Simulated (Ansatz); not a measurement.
The calculation's input:

```
crystal:
  periodic: [false, false, false]
  atoms:
    - {symbol: C, position_ang: [-2.070334, 0.555367, -1.353663]}
    - {symbol: C, position_ang: [-1.398486, 1.321606, -0.452807]}
    - {symbol: B, position_ang: [-2.400316, -0.819586, -1.055107]}
    - {symbol: H, position_ang: [-2.665486, -1.942864, -0.801605]}
    - {symbol: H, position_ang: [-2.371076, 0.974338, -2.322424]}
    - {symbol: H, position_ang: [-1.151176, 2.360228, -0.682704]}
    - {symbol: H, position_ang: [-1.079103, 0.948959, 0.522365]}
basis:
  gaussian: {orbitals: def2-TZVPD}
total_charge: 1
hamiltonian: {xc: pbe0}
output: {forces: true, orbitals: {seedname: orbitals}}
```

Run with:

```sh
ansatz run input.yaml --threads 1 --pin off --max-ram 2610MiB --events-out events.jsonl --progress --plain --runs-dir runs
```

Geometry: PBE0-D3(BJ)/pcseg-1.

All numbers below come from isolated molecule in a Gaussian basis; Kohn-Sham density functional theory, functional PBE0 (Ansatz).

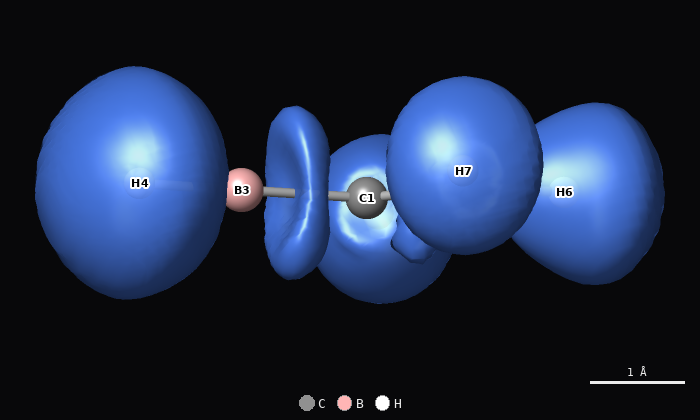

C₂H₄B (SMILES [BH+]C=C) (charge +1). Isosurface of the electron localisation function at 0.85 (blue), seen from one side. Only the valence region is drawn (cores and ρ < 0.01 e/Å³ removed).

Q: Identify the bonds, lone pairs and shells in this picture.

A: At this value the surface marks out one region between bonded B–C atoms (shared pairs), one region between bonded C–C atoms (shared pairs) and four regions around hydrogen nuclei. Profiles from the grid: C–C (1.36 Å): the ELF peaks at about 0.95 between the atoms, as expected for localised, covalent bonding. C–B (1.45 Å): the ELF peaks at about 0.95 between the atoms (a covalent bond).
